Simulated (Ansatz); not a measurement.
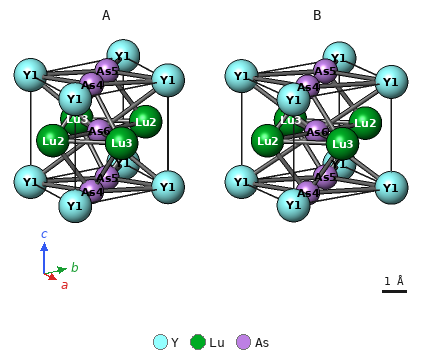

Two geometries of a crystal of YLu2As3 (built on the LaAl2Cu3-65 type type), drawn at one scale. One is the start of a relaxation, the other its converged end. Style: ball-and-stick. Shown: the cell of the calculation, slightly off an axis.

These are results of Ansatz 0.2.0, DFT, PBEsol, plane waves, PAW, not measurements. Set-up: plane-wave cutoff 420 eV; k-point mesh 4 × 4 × 6; occupations fermi dirac; smearing width 0.03 eV; no spin polarisation; cell and atoms relaxed; force threshold 0.01 eV/Å; at most 120 steps.

**Which of the two is the end point?**

Structure B is the relaxed one. The largest moves relative to the cell, 0.31 Å, are those of As4 and As5. As4 goes along [1 −1 0]. Lu and Y stay in place. The volume changes by +3.1 %, with a = b 5.770 → 5.726 Å (−0.8 %), c 4.581 → 4.534 Å (−1.0 %), γ 118.5° → 111.6°. Some distances before and after: As4–As5 3.195 → 3.679 Å, Y1–As4 3.361 → 2.895 Å, Y1–As4 (another image) 3.357 → 3.709 Å, Lu2–Lu3 2.952 → 3.220 Å. Bond angles that change, for instance: Lu2–As6–Lu3 118.5° → 111.6°, Lu2–As6–Lu3 61.5° → 68.4°, As4–Y1–As5 56.8° → 59.5°. The space group stays Cmmm (No. 65). Over 6 accepted moves (7 points after the start) the energy falls by 0.489 eV per cell of the calculation. Largest force component: 0.94 eV/Å at the start, 0.00032 eV/Å at the end. Pressure: 0.64 GPa at the start and 0.01 GPa at the end. At 1 point the geometry stayed and the basis and grid were re-selected for the new cell (energy shift of 2.4 meV per cell of the calculation at most each time). Cost: 100 s on 2 threads of Arm Neoverse V2, on a shared host, peak memory 0.58 GiB.
